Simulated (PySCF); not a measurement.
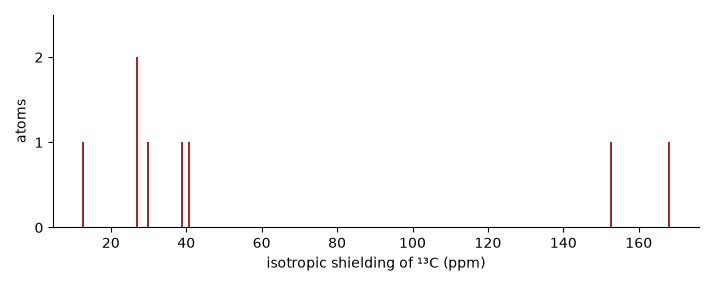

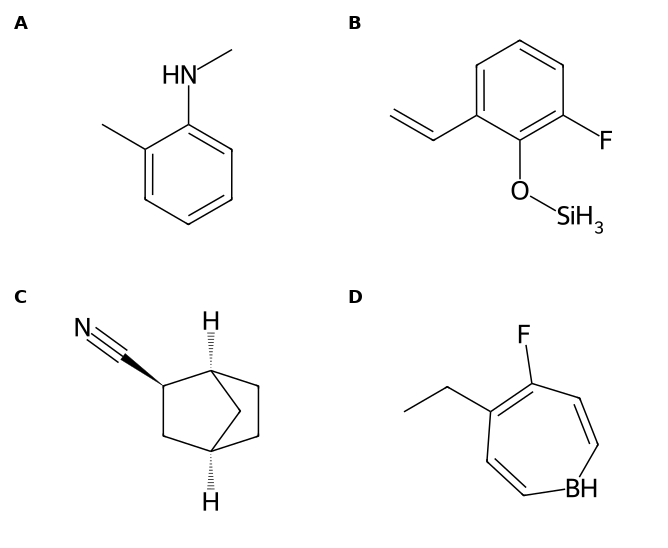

The sticks are computed shieldings of one of the molecules, for one fixed geometry (GFN2-xTB) without averaging over rotations. Low shielding means a high chemical shift. Method: GIAO PBE0/pcSseg-1 NMR shielding, non-relativistic, gas phase (PySCF 2.14.0).

**Which molecule gives this pattern?**

D, `CCC1=C(F)C=CBC=C1`. Its 8 C atoms give lines at 12.5, 27.0 (2 atoms), 29.8, 39.0, 40.9, 152.8, 168.1 ppm.

The geometry is semi-empirical. Around B, Si such bond lengths and angles can be off by a tenth of an ångström or more and by several degrees, and values that hang on the shape move with them.
